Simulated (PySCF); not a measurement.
# [Yb(H2CO)]2+: structure and properties

What shape and bonds does [Yb(H2CO)]2+ have? It is relaxed from a template within its point group. It is a constructed species; whether it can be made isn't addressed.

The runs use PySCF 2.14.0; PBE0, Yb def2-SVP with ECP28, O def2-SVP, C def2-SVP, H def2-SVP; scalar-relativistic core potentials, no spin–orbit coupling.

1 further run of the same task is left out (for a known fault of the program).

**1. Where the work starts**

5 atoms, charge 2, spin multiplicity 1.

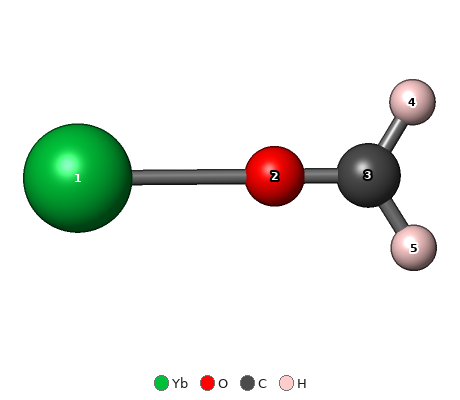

Start geometry, drawn with ytterbium green, oxygen red, carbon dark grey, hydrogen pink; atoms are numbered from 1 in the order of the file.

Coordinates:

```xyz
5
CH2OYb
Yb    0.0000    0.0000    0.0000
O     0.0000    0.0000    2.5575
C     0.0000    0.0000    3.7775
H     0.9400    0.0000    4.3575
H    -0.9400    0.0000    4.3575
```

Formal oxidation states: Yb +2.

**2. SCF at the start, singlet**

run.py (the lines that set the calculation)

```python
mol = gto.M(atom='''
Yb     0.00000     0.00000     0.00000
O      0.00000     0.00000     2.55750
C      0.00000     0.00000     3.77750
H      0.94000     0.00000     4.35750
H     -0.94000     0.00000     4.35750''',
    basis={'Yb': 'def2-SVP', 'O': 'def2-SVP', 'C': 'def2-SVP', 'H': 'def2-SVP'},
    ecp={'Yb': 'def2-SVP'},
    charge=2, spin=0)
mf = dft.RKS(mol, xc='PBE0')
mf.grids.atom_grid = (50, 194)  # f atoms: unpruned, at least (60, 302)
mf = mf.density_fit()  # fitting sets: Yb def2-universal-JKFIT, O def2-universal-JKFIT, C def2-universal-JKFIT, H def2-universal-JKFIT
mf.conv_tol = 1e-08; mf.max_cycle = 55
mf.kernel(dm0)  # dm0: free metal ions and neutral atoms
```

On the command line:

```console
$ OMP_NUM_THREADS=2 python run.py
```

The program printed:

```text
init E= -1272.90473001325
  HOMO = -0.635246741125481  LUMO = -0.514886118383732  gap/eV = 3.27518
cycle= 1 E= -1272.69175471682  delta_E= 0.213  |g|= 0.986  |ddm|=  1.9
  HOMO = -0.461406699908178  LUMO = -0.419520261005395  gap/eV = 1.13979
cycle= 2 E= -1272.00216307846  delta_E= 0.69  |g|=  2.3  |ddm|= 1.88
  HOMO = -0.629206232956488  LUMO = -0.444183992831068  gap/eV = 5.03471
cycle= 3 E= -1272.87229203022  delta_E= -0.87  |g|= 0.131  |ddm|= 1.29
  HOMO = -0.635517085443183  LUMO = -0.447839783853397  gap/eV = 5.10696
cycle= 4 E= -1272.87193084646  delta_E= 0.000361  |g|= 0.163  |ddm|= 0.0895
  HOMO = -0.629959198068043  LUMO = -0.448497864179469  gap/eV = 4.93781
cycle= 5 E= -1272.8735464632  delta_E= -0.00162  |g|= 0.0194  |ddm|= 0.0537
  HOMO = -0.630780430459886  LUMO = -0.448402584228809  gap/eV = 4.96275
cycle= 6 E= -1272.87357683594  delta_E= -3.04e-05  |g|= 0.00297  |ddm|= 0.00772
  HOMO = -0.630688870930378  LUMO = -0.448456930937798  gap/eV = 4.95878
cycle= 7 E= -1272.87357820261  delta_E= -1.37e-06  |g|= 0.00084  |ddm|= 0.00182
  HOMO = -0.630766808854485  LUMO = -0.448477251446654  gap/eV = 4.96035
cycle= 8 E= -1272.87357831653  delta_E= -1.14e-07  |g|= 0.00014  |ddm|= 0.000613
  HOMO = -0.630789558804384  LUMO = -0.448479472782829  gap/eV = 4.96091
cycle= 9 E= -1272.87357832044  delta_E= -3.91e-09  |g|= 4.38e-05  |ddm|= 0.00013
  HOMO = -0.63078555724158  LUMO = -0.448481567402972  gap/eV = 4.96074
Extra cycle  E= -1272.87357832021  delta_E= 2.26e-10  |g|= 6.13e-05  |ddm|= 8.53e-05
converged SCF energy = -1272.87357832021
```

It took 7.2 s on 2 threads of Arm Neoverse V2, shared host; peak memory 0.53 GiB.

Read off: E = -1272.873578 Eh, HOMO -17.16 eV, LUMO -12.20 eV, Mulliken charge on Yb1 +1.80 e. 

**3. Relaxation, singlet**

Steps are kept in the start's point group, C2v.

run.py (the lines that set the calculation)

```python
mol = gto.M(atom='''
Yb     0.00000     0.00000    -0.46590
O      0.00000     0.00000     2.09160
C      0.00000     0.00000     3.31160
H      0.94000     0.00000     3.89160
H     -0.94000     0.00000     3.89160''',
    basis={'Yb': 'def2-SVP', 'O': 'def2-SVP', 'C': 'def2-SVP', 'H': 'def2-SVP'},
    ecp={'Yb': 'def2-SVP'},
    charge=2, spin=0)
mf = dft.RKS(mol, xc='PBE0')
mf.grids.atom_grid = (50, 194)  # f atoms: unpruned, at least (60, 302)
mf = mf.density_fit()  # fitting sets: Yb def2-universal-JKFIT, O def2-universal-JKFIT, C def2-universal-JKFIT, H def2-universal-JKFIT
mf.conv_tol = 1e-08; mf.max_cycle = 55
mf.kernel(dm0)  # dm0: an SCF of this state at this start
# quasi-Newton relaxation in Cartesian coordinates to a largest gradient under 0.00045 Eh/bohr, steps kept in the point group
```

On the command line:

```console
$ OMP_NUM_THREADS=2 python run.py
```

The driver keeps no SCF log for this step, only its results.

Run time: 32 s. Hardware: 2 threads of Arm Neoverse V2, shared host.

Relaxation path:

```
step  energy from step 1 (eV)  largest force component (eV/Å)
   1                   0.0000                          1.7555
   2                  -0.1355                          1.4106
   3                  -0.3573                          1.1725
   4                  -0.3708                          0.3740
   5                  -0.3790                          0.0623
   6                  -0.3792                          0.0076
   7                  -0.3792                          0.0025
```

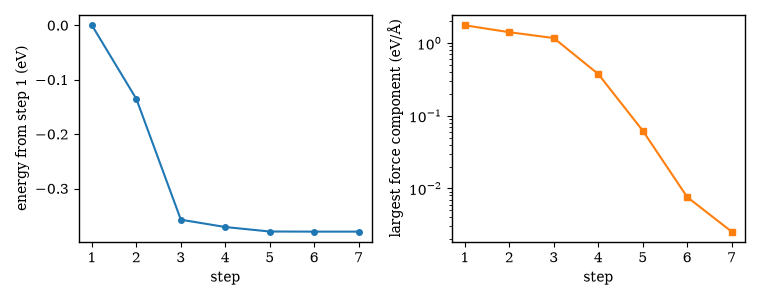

Energy and largest force along the relaxation.

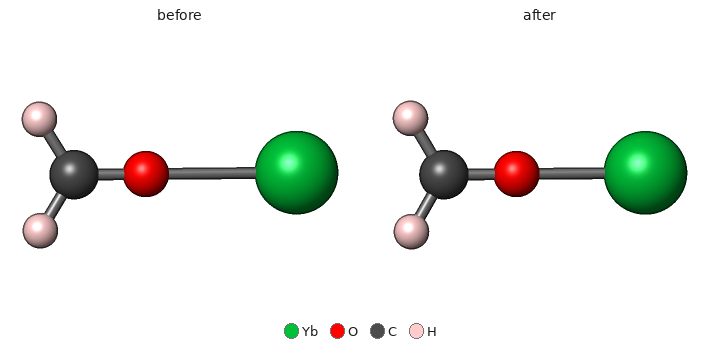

Before and after, at one scale.

Close pairs (by a distance rule), those that changed most:

```
  bond  before (Å)  after (Å)  change (Å)
Yb1–O2       2.558      2.190      -0.368
 O2–C3       1.220      1.232      +0.012
 C3–H4       1.105      1.108      +0.003
 C3–H5       1.105      1.108      +0.003
```

It ends in C2v at E = -1272.887515 Eh.

```
atom    x (Å)   y (Å)    z (Å)
 Yb1   0.0000  0.0000  -0.1710
  O2   0.0000  0.0000   2.0189
  C3   0.0000  0.0000   3.2508
  H4   0.9555  0.0000   3.8109
  H5  -0.9555  0.0000   3.8109
```

**4. The relaxed geometry turned into its symmetry frame**

run.py (the lines that set the calculation)

```python
mol = gto.M(atom='''
Yb     0.00000     0.00000    -0.41243
O      0.00000     0.00000     1.77748
C      0.00000     0.00000     3.00935
H      0.95553     0.00000     3.56947
H     -0.95553     0.00000     3.56947''',
    basis={'Yb': 'def2-SVP', 'O': 'def2-SVP', 'C': 'def2-SVP', 'H': 'def2-SVP'},
    ecp={'Yb': 'def2-SVP'},
    charge=2, spin=0)
mf = dft.RKS(mol, xc='PBE0')
mf.grids.atom_grid = (50, 194)  # f atoms: unpruned, at least (60, 302)
mf = mf.density_fit()  # fitting sets: Yb def2-universal-JKFIT, O def2-universal-JKFIT, C def2-universal-JKFIT, H def2-universal-JKFIT
mf.conv_tol = 1e-08; mf.max_cycle = 55
mf.kernel(dm0)  # dm0: free metal ions and neutral atoms
```

On the command line:

```console
$ OMP_NUM_THREADS=2 python run.py
```

The program printed:

```text
init E= -1272.91023696389
  HOMO = -0.673168951638843  LUMO = -0.512739060346913  gap/eV = 4.36552
cycle= 1 E= -1272.67929458224  delta_E= 0.231  |g|= 1.05  |ddm|= 1.92
  HOMO = -0.497202638560686  LUMO = -0.399760581759062  gap/eV = 2.65153
cycle= 2 E= -1271.90366929677  delta_E= 0.776  |g|= 2.48  |ddm|= 1.97
  HOMO = -0.660184619585128  LUMO = -0.434684478170335  gap/eV = 6.13617
cycle= 3 E= -1272.88458818139  delta_E= -0.981  |g|= 0.208  |ddm|= 1.34
  HOMO = -0.646714478105514  LUMO = -0.433824836876987  gap/eV = 5.79302
cycle= 4 E= -1272.88455746839  delta_E= 3.07e-05  |g|= 0.214  |ddm|= 0.126
  HOMO = -0.663156140696752  LUMO = -0.434623127930688  gap/eV = 6.21870
cycle= 5 E= -1272.8874742864  delta_E= -0.00292  |g|= 0.0214  |ddm|= 0.0712
  HOMO = -0.661551167805705  LUMO = -0.43437762021808  gap/eV = 6.18171
cycle= 6 E= -1272.88751110712  delta_E= -3.68e-05  |g|= 0.00544  |ddm|= 0.0102
  HOMO = -0.661375669391909  LUMO = -0.434420097162007  gap/eV = 6.17578
cycle= 7 E= -1272.88751526358  delta_E= -4.16e-06  |g|= 0.000725  |ddm|= 0.00292
  HOMO = -0.661474709166948  LUMO = -0.434455600987928  gap/eV = 6.17750
cycle= 8 E= -1272.88751535409  delta_E= -9.05e-08  |g|= 9.81e-05  |ddm|= 0.000677
  HOMO = -0.661482258771756  LUMO = -0.434459441404779  gap/eV = 6.17761
cycle= 9 E= -1272.88751535725  delta_E= -3.16e-09  |g|= 1.29e-05  |ddm|= 0.000184
  HOMO = -0.661483387329005  LUMO = -0.434459203639129  gap/eV = 6.17764
Extra cycle  E= -1272.88751535737  delta_E= -1.26e-10  |g|= 1.07e-05  |ddm|= 4.47e-05
converged SCF energy = -1272.88751535737
```

Wall time 2.1 s (2 threads of Arm Neoverse V2, shared host).

It gives: E = -1272.887515 Eh, HOMO -18.00 eV, LUMO -11.82 eV, Mulliken charge on Yb1 +1.74 e. 

**5. Harmonic vibrations**

run.py (the lines that set the calculation): that of step 4 with these lines changed.

```diff
@@ -12,3 +12,4 @@
 mf = mf.density_fit()  # fitting sets: Yb def2-universal-JKFIT, O def2-universal-JKFIT, C def2-universal-JKFIT, H def2-universal-JKFIT
-mf.conv_tol = 1e-08; mf.max_cycle = 55
-mf.kernel(dm0)  # dm0: free metal ions and neutral atoms
+mf.conv_tol = 1e-10; mf.max_cycle = 55
+mf.kernel(dm0)  # dm0: the density of the relaxed state
+# Hessian and dipole derivatives by central differences of gradients, 0.02 bohr
```

On the command line:

```console
$ OMP_NUM_THREADS=2 python run.py
```

The driver keeps no SCF log for this step, only its results.

It took 73 s on 2 threads of Arm Neoverse V2, shared host.

Point group C2v; negative numbers are unstable modes, and those under 60 cm⁻¹ are near the numerical noise:

```
cm⁻¹  km/mol  symmetry
 177    38.8        b2
 208    45.7        b1
 318    18.9        a1
1238    15.1        b2
1251     4.4        b1
1504    82.8        a1
1753   341.1        a1
3052     0.1        a1
3191     6.5        b2
```

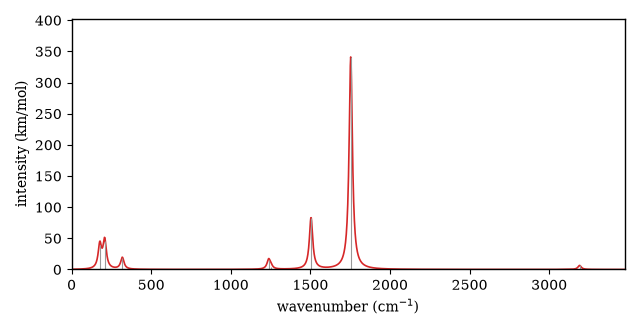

The infrared spectrum from the harmonic lines. Lines are broadened to a width of 25 cm⁻¹ (Lorentzian).

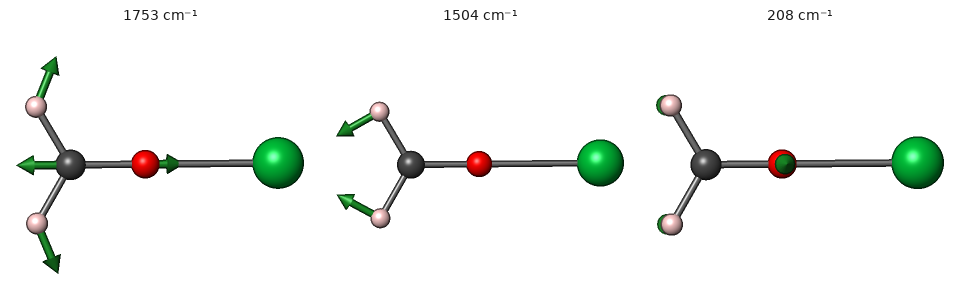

How the atoms move in 3 of the modes.

**6. Properties on a finer grid**

run.py (the lines that set the calculation)

```python
mol = gto.M(atom='''
Yb     0.00000     0.00000    -0.17100
O      0.00000     0.00000     2.01891
C      0.00000     0.00000     3.25078
H      0.95553     0.00000     3.81090
H     -0.95553     0.00000     3.81090''',
    basis={'Yb': 'def2-SVP', 'O': 'def2-SVP', 'C': 'def2-SVP', 'H': 'def2-SVP'},
    ecp={'Yb': 'def2-SVP'},
    charge=2, spin=0)
mf = dft.RKS(mol, xc='PBE0')
mf.grids.atom_grid = (75, 302)  # f atoms: unpruned, at least (60, 302)
mf = mf.density_fit()  # fitting sets: Yb def2-universal-JKFIT, O def2-universal-JKFIT, C def2-universal-JKFIT, H def2-universal-JKFIT
mf.conv_tol = 1e-09; mf.max_cycle = 55
mf.kernel(dm0)  # dm0: the density of the relaxed state
```

On the command line:

```console
$ OMP_NUM_THREADS=2 python run.py
```

The program printed:

```text
init E= -1272.88751699368
  HOMO = -0.661477772779997  LUMO = -0.434458774155135  gap/eV = 6.17750
cycle= 1 E= -1272.8875170187  delta_E= -2.5e-08  |g|= 0.000103  |ddm|= 0.000276
  HOMO = -0.661495582028459  LUMO = -0.434460644813615  gap/eV = 6.17794
cycle= 2 E= -1272.88751701737  delta_E= 1.33e-09  |g|= 0.000179  |ddm|= 7.1e-05
  HOMO = -0.661480505644708  LUMO = -0.434459295503218  gap/eV = 6.17756
cycle= 3 E= -1272.88751701902  delta_E= -1.64e-09  |g|= 3.95e-05  |ddm|= 5.36e-05
  HOMO = -0.66148315039828  LUMO = -0.434459354926792  gap/eV = 6.17763
cycle= 4 E= -1272.88751701901  delta_E= 3.18e-12  |g|= 2e-05  |ddm|= 1.45e-05
  HOMO = -0.661482896306395  LUMO = -0.434459826103202  gap/eV = 6.17761
Extra cycle  E= -1272.88751701883  delta_E= 1.83e-10  |g|= 4.02e-05  |ddm|= 3.15e-05
converged SCF energy = -1272.88751701883
```

Run time: 19 s. Hardware: 2 threads of Arm Neoverse V2, shared host.

Result: E = -1272.887517 Eh, HOMO -18.00 eV, LUMO -11.82 eV, Mulliken charge on Yb1 +1.74 e, largest force component 0.002 eV/Å. 

Löwdin charges:

```
atom  value (e)
 Yb1       1.54
  O2      -0.06
  C3       0.37
  H4       0.08
  H5       0.08
```

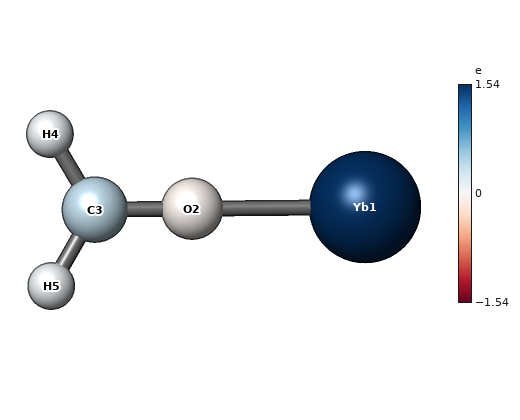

Löwdin charges, as colours on the atoms.

Mulliken charges: Yb1 +1.74, O2 -0.40, C3 +0.30, H4 +0.18, H5 +0.18 e.

Contacts (the nearest donor of each ligand) and Mayer bond orders:

```
      contact  distance (Å)  bond order
Yb1–O2 (H2CO)         2.190        0.45
```

Mulliken populations of Yb1 outside the core potential: s 4.05, p 12.05, d 10.16, f 14.00.

Orbitals, density, ELF and potential are computed afterwards from the orbital file.

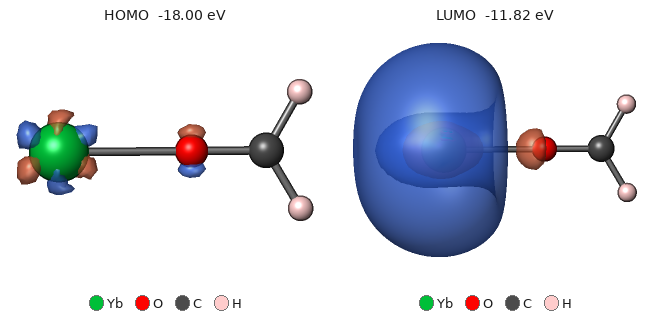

PBE0 orbitals near the gap, drawn at the value that encloses 70 % of each; the two colours are the two signs.

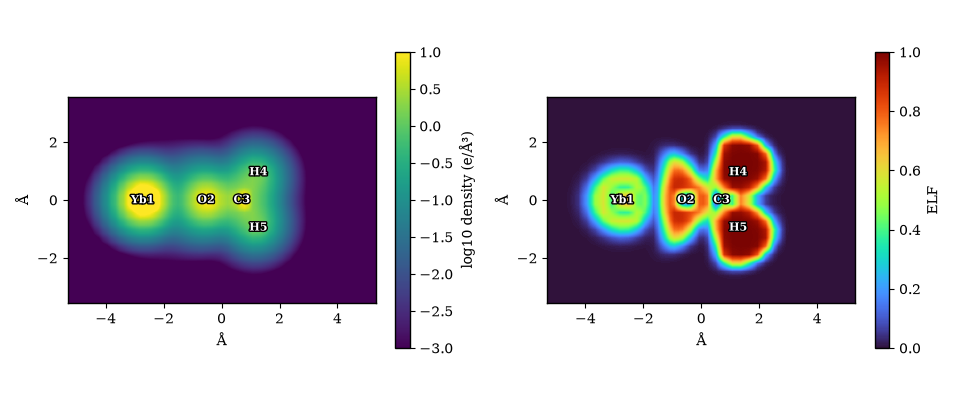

Density (left) and ELF (right) in a plane through or near 5 of the atoms.

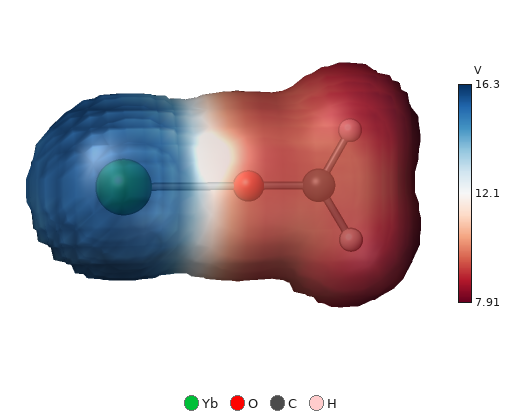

Electrostatic potential on the surface of density 0.002 e/bohr³; red is low, blue high. It runs from 7.91 to 16.28 V.

**7. Results**

```
                                              quantity                            value
                                 state and point group                     singlet, C2v
                                                 modes  177 to 3191 cm⁻¹, none unstable
strongest infrared band (modes within 1.5 cm⁻¹ summed)           1753 cm⁻¹ (341 km/mol)
                                     zero-point energy                         0.787 eV
                               ideal gas, 298 K, 1 bar   S = 289.5, Cp = 57.5 J/(mol K)
                                 metal–ligand contacts                           2.19 Å
                                       frontier levels   HOMO -18.00 eV, LUMO -11.82 eV
                       dipole about the centre of mass                           3.02 D
                                   mean polarisability                           3.3 Å³
```

All modes are real, so the structure is a minimum. The metal carries +1.54 e by Löwdin's partition against a formal +2, and bond orders to the nearest donors reach 0.45. Both measures hang on the basis. One start shape was tried, so another isomer may lie lower. The bases are small and lack diffuse functions. Spin–orbit coupling is left out.
